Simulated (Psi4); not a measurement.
**Run report: O$_{2}$, geometry relaxation (part 1 of 4)**

The run: geometry relaxation of O$_{2}$, multiplicity 3. Method and program: B3LYP/6-31G**, UKS, dispersion D3(BJ) (Psi4 1.11).

The atoms were displaced at random from an optimised geometry.

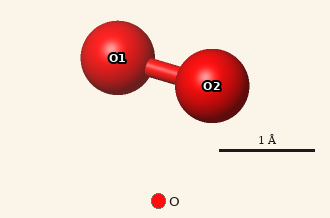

**Figure 1.** The starting structure (ball-and-stick view, seen at a tilt; atoms are numbered from 1 in the order of the input). Bond lengths as drawn: O–O 1.13 Å.

The input (job.in)
```
memory 1600 mb

molecule {
  0 3
  O
  O 1 r2

  r2 = 1.129209
  symmetry c1
}

set globals {
  basis        6-31G**
  reference    uks
  geom_maxiter 60
}

optimize("b3lyp-d3bj")
```

Hardware: 1 thread of Intel Xeon @ 2.50GHz (Skylake/Cascade Lake), 12 GiB of memory available, shared host.

Command:
```bash
psi4 job.in job.out -n 1
```

What the program printed
```
Psi4 1.11 release

gradient() will perform analytic gradient computation.

   => Loading Basis Set <=

    Name: 6-31G**
    Role: ORBITAL
    Keyword: BASIS

   => B3LYP-D3(BJ): Empirical Dispersion <=

        s6 =       1.000000
        s8 =       1.988900
        a1 =       0.398100
        a2 =       4.421100

         ---------------------------------------------------------
                                   SCF
                              UKS Reference
                        1 Threads,   1525 MiB Core
         ---------------------------------------------------------

  ==> Geometry <==

    Molecular point group: c1
    Full point group: D_inf_h

    Geometry (in Angstrom), charge = 0, multiplicity = 3:

       Center              X                  Y                   Z               Mass
    ------------   -----------------  -----------------  -----------------  -----------------
         O            0.000000000000     0.000000000000    -0.564604500000    15.994914619570
         O            0.000000000000     0.000000000000     0.564604500000    15.994914619570

  Running in c1 symmetry.

  Rotational constants: A = ************  B =      1.65309  C =      1.65309 [cm^-1]
  Rotational constants: A = ************  B =  49558.32359  C =  49558.32359 [MHz]
  Nuclear repulsion =   29.992093122601752

  Charge       = 0
  Multiplicity = 3
  Electrons    = 16
  Nalpha       = 9
  Nbeta        = 7

  ==> Algorithm <==

  SCF Algorithm Type is DF.
  DIIS enabled.
  MOM disabled.
  Fractional occupation disabled.
  Guess Type is SAD.
  Energy threshold   = 1.00e-08
  Density threshold  = 1.00e-08
  Integral threshold = 1.00e-12

  ==> Primary Basis <==

  Basis Set: 6-31G**
    Blend: 6-31G**
    Number of shells: 12
    Number of basis functions: 30
    Number of Cartesian functions: 30
    Spherical Harmonics?: false
    Max angular momentum: 2

  ==> DFT Potential <==

   => LibXC <=

    Version 7.1.2

   => Composite Functional: B3LYP-D3BJ2B <=

    B3LYP-d3bj2b Hyb-GGA Exchange-Correlation Functional

    Deriv               =              1
    GGA                 =           TRUE
    Meta                =          FALSE

    Exchange Hybrid     =           TRUE
    MP2 Hybrid          =          FALSE

   => Exchange Functionals <=

    0.0800   Slater exchange
    0.7200         Becke 88

   => Exact (HF) Exchange <=

    0.2000               HF

   => Correlation Functionals <=

    0.1900   Vosko, Wilk & Nusair (VWN5_RPA)
    0.8100   Lee, Yang & Parr

   => LibXC Density Thresholds  <==

    XC_HYB_GGA_XC_B3LYP:  1.00E-15

   => Molecular Quadrature <=

    Radial Scheme          =       TREUTLER
    Pruning Scheme         =           NONE
    Nuclear Scheme         =       TREUTLER

    Blocking Scheme        =         OCTREE
    BS radius alpha        =              1
    Pruning alpha          =              1
    Radial Points          =             75
    Spherical Points       =            302
    Total Points           =          41788
    Total Blocks           =            364
    Max Points             =            253
    Max Functions          =             30
    Weights Tolerance      =       1.00E-15

   => Loading Basis Set <=

    Name: (6-31G** AUX)
    Role: JKFIT
    Keyword: DF_BASIS_SCF

  ==> Integral Setup <==

  DFHelper Memory: AOs need 0.001 GiB; user supplied 1.082 GiB.
  SCF_SUBTYPE=INCORE selected. In-core MEM_DF algorithm will be used.
  Using in-core AOs.

  ==> MemDFJK: Density-Fitted J/K Matrices <==

    J tasked:                   Yes
    K tasked:                   Yes
    wK tasked:                   No
    Memory [MiB]:              1107
    Algorithm:                 Core
    Schwarz Cutoff:           1E-12
    Mask sparsity (%):       0.0000
    Fitting Condition:        1E-10

   => Auxiliary Basis Set <=

  Basis Set: (6-31G** AUX)
    Blend: CC-PVDZ-JKFIT
    Number of shells: 48
    Number of basis functions: 162
    Number of Cartesian functions: 162
    Spherical Harmonics?: false
    Max angular momentum: 3

  Cached 100.0% of DFT collocation blocks in 0.036 [GiB].

  Minimum eigenvalue in the overlap matrix is 5.3785793200E-03.
  Reciprocal condition number of the overlap matrix is 1.0658380051E-03.
    Using symmetric orthogonalization.

  ==> Pre-Iterations <==

  SCF Guess: Superposition of Atomic Densities via on-the-fly atomic UHF (no occupation information).

   -------------------------
    Irrep   Nso     Nmo
   -------------------------
     A         30      30
   -------------------------
    Total      30      30
   -------------------------

  ==> Iterations <==

                           Total Energy        Delta E     RMS |[F,P]|

   @DF-UKS iter SAD:  -150.13552510146198   -1.50136e+02   0.00000e+00
   @DF-UKS iter   1:  -150.28882235136263   -1.53297e-01   7.07539e-03 DIIS/ADIIS
   @DF-UKS iter   2:  -150.30220678212845   -1.33844e-02   3.82234e-03 DIIS/ADIIS
   @DF-UKS iter   3:  -150.30687289562019   -4.66611e-03   7.14215e-04 DIIS/ADIIS
   @DF-UKS iter   4:  -150.30704965272545   -1.76757e-04   1.41008e-04 DIIS/ADIIS
   @DF-UKS iter   5:  -150.30705839608464   -8.74336e-06   6.56301e-06 DIIS
   @DF-UKS iter   6:  -150.30705842270024   -2.66156e-08   2.72902e-07 DIIS
   @DF-UKS iter   7:  -150.30705842274543   -4.51905e-11   2.90502e-08 DIIS
   @DF-UKS iter   8:  -150.30705842274605   -6.25278e-13   2.33107e-09 DIIS
  Energy and wave function converged.

  ==> Post-Iterations <==

   Electrons on quadrature grid:
      Nalpha   =    8.9999999622 ; deviation = -3.782e-08
      Nbeta    =    7.0000001893 ; deviation = 1.893e-07
      Ntotal   =   16.0000001515 ; deviation = 1.515e-07

   @Spin Contamination Metric:   5.915666346E-03
   @S^2 Expected:                2.000000000E+00
   @S^2 Observed:                2.005915666E+00
   @S   Expected:                1.000000000E+00
   @S   Observed:                1.000000000E+00

    Orbital Energies [Eh]
    ---------------------

    Alpha Occupied:

       1A    -19.302362     2A    -19.302037     3A     -1.375382
       4A     -0.810582     5A     -0.590582     6A     -0.590582
       7A     -0.559526     8A     -0.277648     9A     -0.277648

    Alpha Virtual:

      10A      0.313772    11A      0.668123    12A      0.726559
      13A      0.768576    14A      0.768576    15A      0.825750
      16A      0.897293    17A      0.897293    18A      1.316257
      19A      1.480059    20A      1.480059    21A      1.537518
      22A      1.537518    23A      1.934554    24A      1.934554
      25A      2.556005    26A      2.622346    27A      2.622346
      28A      2.803835    29A      3.182367    30A      3.531622

    Beta Occupied:

       1A    -19.273012     2A    -19.272524     3A     -1.321175
       4A     -0.722624     5A     -0.516855     6A     -0.490266
       7A     -0.490266

    Beta Virtual:

       8A     -0.080805     9A     -0.080805    10A      0.356410
      11A      0.685687    12A      0.747616    13A      0.820921
      14A      0.820921    15A      0.838860    16A      0.956503
      17A      0.956503    18A      1.346543    19A      1.533913
      20A      1.533913    21A      1.573889    22A      1.573889
      23A      2.007306    24A      2.007306    25A      2.591908
      26A      2.664896    27A      2.664896    28A      2.827478
      29A      3.226122    30A      3.576894

    Final Occupation by Irrep:
              A
    DOCC [     7 ]
    SOCC [     2 ]
    NA   [     9 ]
    NB   [     7 ]

  @DF-UKS Final Energy:  -150.30705842274605

   => Energetics <=

    Nuclear Repulsion Energy =             29.9920931226017515
    One-Electron Energy =                -265.4991585012550672
    Two-Electron Energy =                  99.0252836860867944
    DFT Exchange-Correlation Energy =     -13.8248210430036043
    Empirical Dispersion Energy =          -0.0004556871759330
    VV10 Nonlocal Energy =                  0.0000000000000000
    Total Energy =                       -150.3070584227460529

  UHF NO Occupations:
  HONO-2 :    7  A 1.9989655
  HONO-1 :    8  A 1.0000000
  HONO-0 :    9  A 1.0000000
  LUNO+0 :   10  A 0.0010345
  LUNO+1 :   11  A 0.0010345
  LUNO+2 :   12  A 0.0006356
  LUNO+3 :   13  A 0.0002312

Computation Completed

Properties will be evaluated at   0.000000,   0.000000,   0.000000 [a0]

Properties computed using the SCF density matrix

 Multipole Moments:

 ------------------------------------------------------------------------------------
     Multipole            Electronic (a.u.)      Nuclear  (a.u.)        Total (a.u.)
 ------------------------------------------------------------------------------------

 L = 1.  Multiply by 2.5417464519 to convert [e a0] to [Debye]
 Dipole X            :          0.0000000            0.0000000            0.0000000
 Dipole Y            :          0.0000000            0.0000000            0.0000000
 Dipole Z            :         -0.0000000            0.0000000           -0.0000000
 Magnitude           :                                                    0.0000000

 ------------------------------------------------------------------------------------

	total time  =          4 seconds =       0.07 minutes

         ------------------------------------------------------------
                                   SCF GRAD
         ------------------------------------------------------------

  ==> Geometry <==

    Molecular point group: c1
    Full point group: D_inf_h

    Geometry (in Angstrom), charge = 0, multiplicity = 3:

       Center              X                  Y                   Z               Mass
    ------------   -----------------  -----------------  -----------------  -----------------
         O            0.000000000000     0.000000000000    -0.564604500000    15.994914619570
         O            0.000000000000     0.000000000000     0.564604500000    15.994914619570

  Nuclear repulsion =   29.992093122601752

  ==> Basis Set <==

  Basis Set: 6-31G**
    Blend: 6-31G**
    Number of shells: 12
    Number of basis functions: 30
    Number of Cartesian functions: 30
    Spherical Harmonics?: false
    Max angular momentum: 2

  ==> DFJKGrad: Density-Fitted SCF Gradients <==

    Gradient:                    1
    J tasked:                  Yes
    K tasked:                  Yes
    wK tasked:                  No
    Integrals threads:           1
    Memory [MiB]:             1144
    Schwarz Cutoff:          1E-12
    Fitting Condition:       1E-10

   => Auxiliary Basis Set <=

  Basis Set: (6-31G** AUX)
    Blend: CC-PVDZ-JKFIT
    Number of shells: 48
    Number of basis functions: 162
    Number of Cartesian functions: 162
    Spherical Harmonics?: false
    Max angular momentum: 3

   => Molecular Quadrature <=

    Radial Scheme          =       TREUTLER
    Pruning Scheme         =           NONE
    Nuclear Scheme         =       TREUTLER

    Blocking Scheme        =         OCTREE
    BS radius alpha        =              1
    Pruning alpha          =              1
    Radial Points          =             75
    Spherical Points       =            302
    Total Points           =          41788
    Total Blocks           =            364
    Max Points             =            253
    Max Functions          =             30
    Weights Tolerance      =       1.00E-15

  -Total Gradient:
     Atom            X                  Y                   Z
    ------   -----------------  -----------------  -----------------
       1       -0.000000000000     0.000000000000     0.183795033437
       2       -0.000000000000    -0.000000000000    -0.183795033437

	total time  =          0 seconds =       0.00 minutes

    			-----------------------------------------

    			 OPTKING 3.0: for geometry optimizations

    			        with contributions from

    			-----------------------------------------

	                            ===> Fragment 1 <==

	 Z (Atomic Numbers)          Masses                          Geom
	       8.000000            15.994915          0.00000000  0.00000000 -1.06694787
	       8.000000            15.994915          0.00000000  0.00000000  1.06694787

	 - Coordinate -           - BOHR/RAD -       - ANG/DEG -
	 R(1,2)           =         2.133896           1.129209

	        --- Internal Coordinate Step in ANG or DEG, aJ/ANG or AJ/DEG ---
	-------------------------------------------------------------------------------
	           Coordinate      Previous         Force          Change          New
	           ----------      --------        ------          ------        ------
	               R(1,2)       1.12921        1.51424        0.06379       1.19300
	-------------------------------------------------------------------------------

	                                 ==> Convergence Check <==

	Measures of convergence in internal coordinates in au.

	Criteria marked as inactive (o), active & met (*), and active & unmet ( ).

	----------------------------------------------------------------------------------------------~
	   Step    Total Energy     Delta E     Max Force     RMS Force      Max Disp      RMS Disp   ~
	----------------------------------------------------------------------------------------------~
	  Convergence Criteria     1.00e-06 *    3.00e-04 *             o    1.20e-03 *             o~
	----------------------------------------------------------------------------------------------~
	     1    -150.30705842   -1.50e+02      1.84e-01      1.84e-01 o    1.21e-01      1.21e-01 o  ~
	----------------------------------------------------------------------------------------------

Next Geometry in Ang
	Fragment 1 (Ang)

	    O   0.0000000000   0.0000000000  -0.5964975769
	    O   0.0000000000   0.0000000000   0.5964975769

    Structure for next step:
    Molecular point group: c1
    Full point group: D_inf_h

    Geometry (in Angstrom), charge = 0, multiplicity = 3:

    O
    O             1          r2

    r2        =    1.1929951539

gradient() will perform analytic gradient computation.

  ==> Geometry <==

    Molecular point group: c1
    Full point group: D_inf_h

    Geometry (in Angstrom), charge = 0, multiplicity = 3:

       Center              X                  Y                   Z               Mass
    ------------   -----------------  -----------------  -----------------  -----------------
         O            0.000000000000     0.000000000000    -0.596497576928    15.994914619570
         O            0.000000000000     0.000000000000     0.596497576928    15.994914619570

  Running in c1 symmetry.

  Rotational constants: A = ************  B =      1.48104  C =      1.48104 [cm^-1]
  Rotational constants: A = ************  B =  44400.50501  C =  44400.50501 [MHz]
  Nuclear repulsion =   28.388498790960892

  Charge       = 0
  Multiplicity = 3
  Electrons    = 16
  Nalpha       = 9
  Nbeta        = 7

  ==> Algorithm <==

  SCF Algorithm Type is DF.
  DIIS enabled.
  MOM disabled.
  Fractional occupation disabled.
  Guess Type is READ.
  Energy threshold   = 1.00e-08
  Density threshold  = 1.00e-08
  Integral threshold = 1.00e-12

   => Molecular Quadrature <=

    Radial Scheme          =       TREUTLER
    Pruning Scheme         =           NONE
    Nuclear Scheme         =       TREUTLER

    Blocking Scheme        =         OCTREE
    BS radius alpha        =              1
    Pruning alpha          =              1
    Radial Points          =             75
    Spherical Points       =            302
    Total Points           =          41796
    Total Blocks           =            368
    Max Points             =            253
    Max Functions          =             30
    Weights Tolerance      =       1.00E-15

   => Loading Basis Set <=

    Name: 6-31G**
    Role: ORBITAL
    Keyword: BASIS

  Reading orbitals from file scr/output.180.npy, no projection.

  ==> MemDFJK: Density-Fitted J/K Matrices <==

    J tasked:                   Yes
    K tasked:                   Yes
    wK tasked:                   No
    Memory [MiB]:              1108
    Algorithm:                 Core
    Schwarz Cutoff:           1E-12
    Mask sparsity (%):       0.0000
    Fitting Condition:        1E-10

   => Auxiliary Basis Set <=

  Basis Set: (6-31G** AUX)
    Blend: CC-PVDZ-JKFIT
    Number of shells: 48
    Number of basis functions: 162
    Number of Cartesian functions: 162
    Spherical Harmonics?: false
    Max angular momentum: 3

  Cached 100.0% of DFT collocation blocks in 0.035 [GiB].

  Minimum eigenvalue in the overlap matrix is 6.6971777319E-03.
  Reciprocal condition number of the overlap matrix is 1.3651369270E-03.
    Using symmetric orthogonalization.

  ==> Pre-Iterations <==

  SCF Guess: Orbitals guess was supplied from a previous computation.

   -------------------------------------------------------
    Irrep   Nso     Nmo     Nalpha   Nbeta   Ndocc  Nsocc
   -------------------------------------------------------
     A         30      30       9       7       7       2
   -------------------------------------------------------
    Total      30      30       9       7       7       2
   -------------------------------------------------------

  ==> Iterations <==

                           Total Energy        Delta E     RMS |[F,P]|

   @DF-UKS iter   0:  -150.26670612440336   -1.50267e+02   8.66141e-03
   @DF-UKS iter   1:  -150.31904061989272   -5.23345e-02   1.43904e-03 DIIS/ADIIS
   @DF-UKS iter   2:  -150.31956458970390   -5.23970e-04   6.45908e-04 DIIS/ADIIS
   @DF-UKS iter   3:  -150.31969822864139   -1.33639e-04   9.61065e-05 DIIS
   @DF-UKS iter   4:  -150.31970130510840   -3.07647e-06   4.15213e-06 DIIS
   @DF-UKS iter   5:  -150.31970131165082   -6.54242e-09   2.22397e-07 DIIS
   @DF-UKS iter   6:  -150.31970131167785   -2.70290e-11   3.05083e-08 DIIS
   @DF-UKS iter   7:  -150.31970131167748    3.69482e-13   5.64566e-08 DIIS
   @DF-UKS iter   8:  -150.31970131167839   -9.09495e-13   1.53066e-09 DIIS
  Energy and wave function converged.

  ==> Post-Iterations <==
```
